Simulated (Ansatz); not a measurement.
**Cl₃H₂NSn (SMILES [NH2][Sn]([Cl])([Cl])[Cl]): density, localisation and related maps**

The calculation's input:

```
crystal:
  periodic: [false, false, false]
  atoms:
    - {symbol: N, position_ang: [-0.485898, 0.871692, 0.936351]}
    - {symbol: Sn, position_ang: [0.372874, -0.328605, -0.405265]}
    - {symbol: Cl, position_ang: [2.079662, -1.460175, 0.630446]}
    - {symbol: Cl, position_ang: [-1.009780, -1.913285, -1.362865]}
    - {symbol: Cl, position_ang: [1.193161, 0.971588, -2.109158]}
    - {symbol: H, position_ang: [-1.231513, 1.428414, 0.535171]}
    - {symbol: H, position_ang: [-0.857206, 0.362269, 1.729720]}
basis:
  gaussian: {orbitals: def2-TZVPP}
hamiltonian: {xc: pbe0, dispersion: d4}
output: {orbitals: {seedname: orbitals}}
```

Command:

```sh
ansatz run in.yaml --threads 2 --pin off --events-out ev --progress --plain --max-ram 32768MiB --backend cpu
```

Geometry: PBE0-D4/def2-TZVP; core potentials replace the inner electrons of Sn.

Method: Ansatz, RKS PBE0-D4/def2-TZVPP.

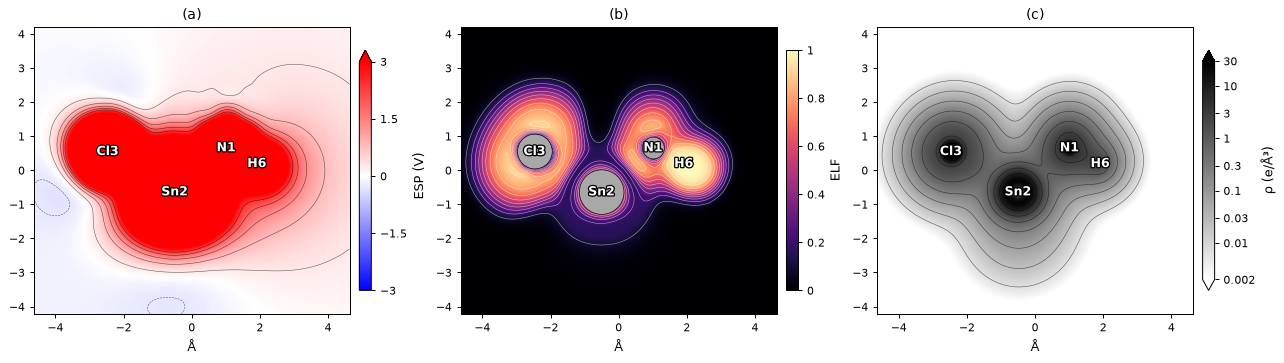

Figure 1. (a) electrostatic potential; (b) electron localisation function; (c) electron density on the plane of atoms Sn2, N1 and H6. Grey discs cover the atomic cores in the ELF map.

> What do the fields say about this system?

The plane passes through N, Sn, Cl and H nuclei. Sn–N (1.99 Å): ρ is about 0.87 e/Å³ halfway; the ELF peaks at about 0.85 in the valence shell of N, 0.6 Å from its nucleus, and drops to about 0.20 between the two atoms. Sn–Cl (2.29 Å): the density is about 0.66 e/Å³ at the midpoint; the ELF peaks at about 0.80 in the valence shell of Cl, 0.8 Å from its nucleus, and drops to about 0.15 between the two atoms. N–H (1.01 Å): ρ at the midpoint is about 2.9 e/Å³; the ELF climbs to about 1 towards the hydrogen, as it does in any bond to H; a covalent bond by its length. The ELF also peaks beside Cl3, away from the bonds: lone-pair regions. Outside the dense part of the molecule the potential is most negative (−0.3 V) near Cl3.

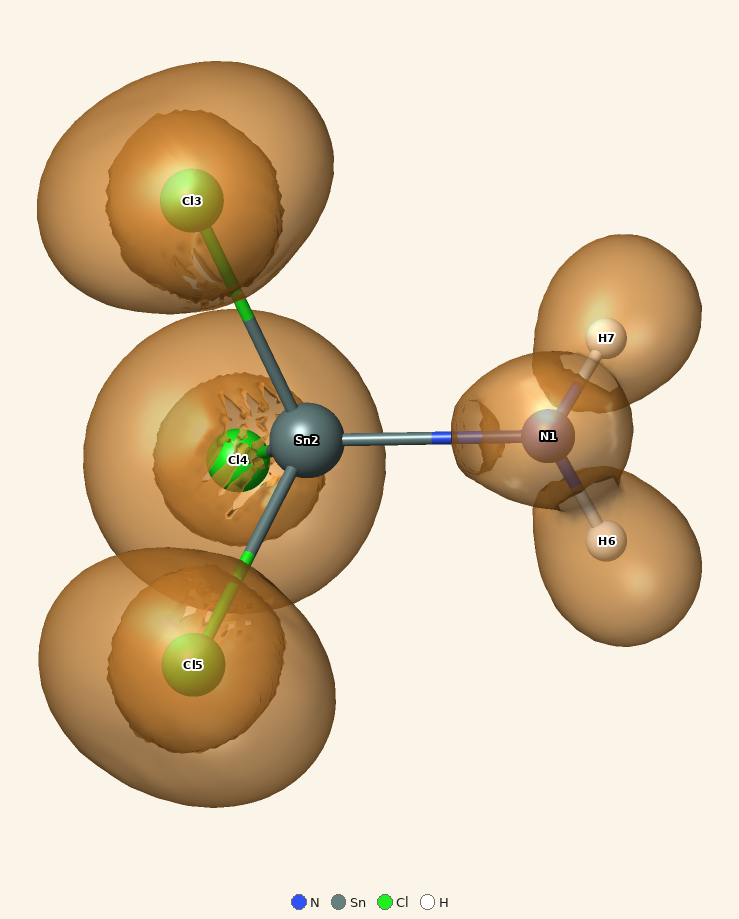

Figure 2. Isosurface of the electron localisation function at 0.8 (orange), seen across its widest extent. Core shells and regions of very low density are left out.

> What do the ELF domains correspond to?

At this value the surface marks out three regions wrapped around Cl (the valence shell of each) and one joined region spread over several atoms (H, N), in which their bonds and any lone pairs are merged.

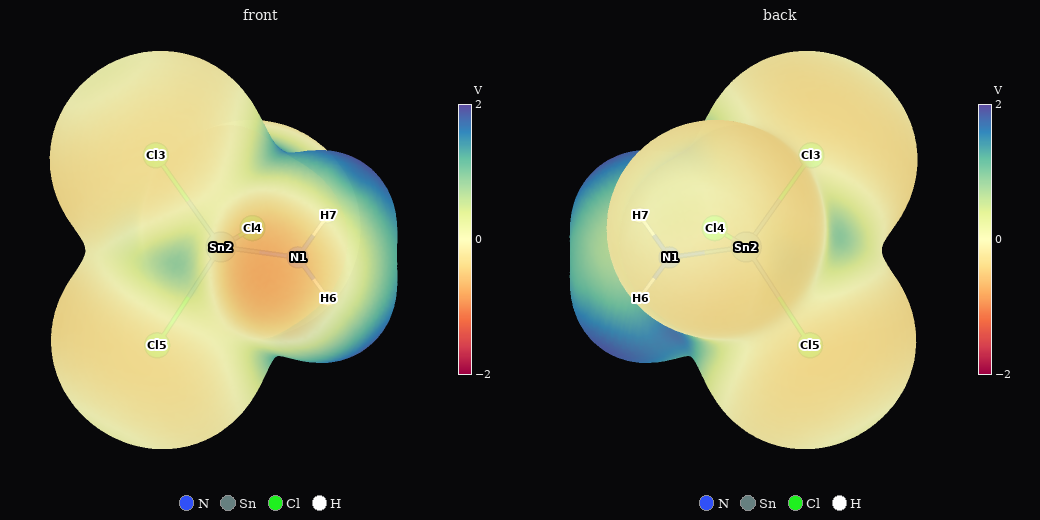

Figure 3. The molecular electrostatic potential painted on the density surface at 0.001 e/bohr³, seen from the front and from behind; red is negative and blue positive.

> Which sites attract a positive test charge, and which a negative one?

A positive charge is drawn to the negative regions and a negative charge to the positive ones. The most negative region (about −0.8 V) lies over N1, the most positive (about +1.9 V) over H6 and H7.

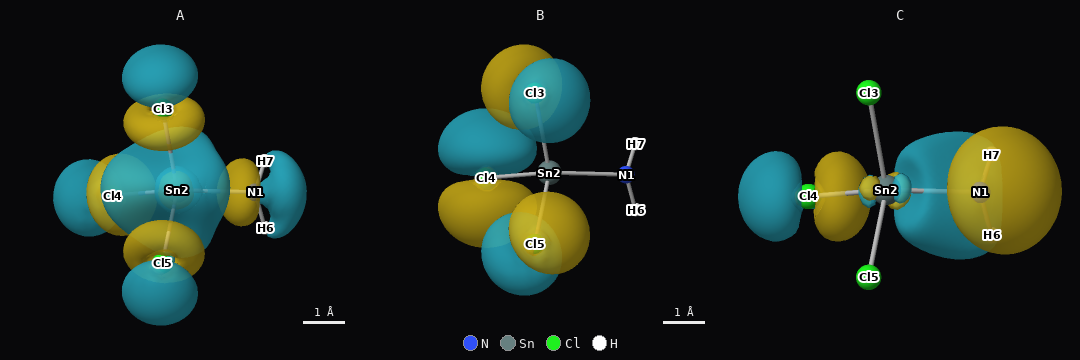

Figure 4. Three frontier orbitals at ±0.08 Å⁻³ᐟ² (yellow and cyan are the two phases), in no order.

> Which picture is the HOMO−1, the HOMO and the LUMO?

B is the HOMO−1 (−9.37 eV). By Hirshfeld shares it lies mainly on Cl4 (about 45 %), Cl3 (about 25 %) and Cl5 (about 25 %); largely a combination of lone pairs on Cl4, Cl3 and Cl5. C is the HOMO (−8.60 eV). It lies mainly on N1 (about 65 %), Cl4 (about 15 %) and Sn2 (about 10 %); largely a lone pair of N1. A is the LUMO (−2.39 eV). By Hirshfeld shares it lies mainly on Sn2 (about 35 %), Cl4 (about 15 %), Cl3 (about 15 %), Cl5 (about 15 %) and N1 (about 10 %).

> What is the HOMO–LUMO gap?

6.21 eV between the orbital energies.
